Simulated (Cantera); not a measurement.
Charge: 1 mol Si, 8.1 mol Cl2, held at 1300 K.

Cantera equilibrium calculation (NASA polynomials, part measured and part estimated; ideal gas, pure solids and liquids). Candidate condensed phases: Si; 9 gas species. The tables' values for SiCl3 are old estimates; treat these amounts as uncertain. Kinetics and transport are ignored.

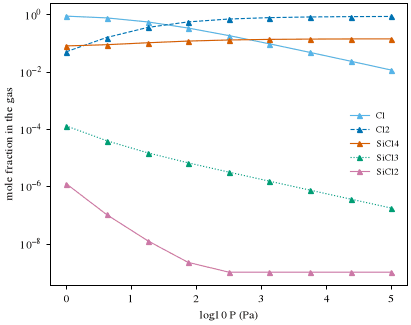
Fig. 1. Equilibrium gas composition (values under 1e-9 drawn at 1e-9)

**Question.** Read off the mole fractions at 4.20e-5 bar.

**Answer.** Cl about 0.76, Cl2 about 0.16, SiCl4 about 0.088, SiCl3 about 3.9e-5, SiCl2 about 1.0e-7.
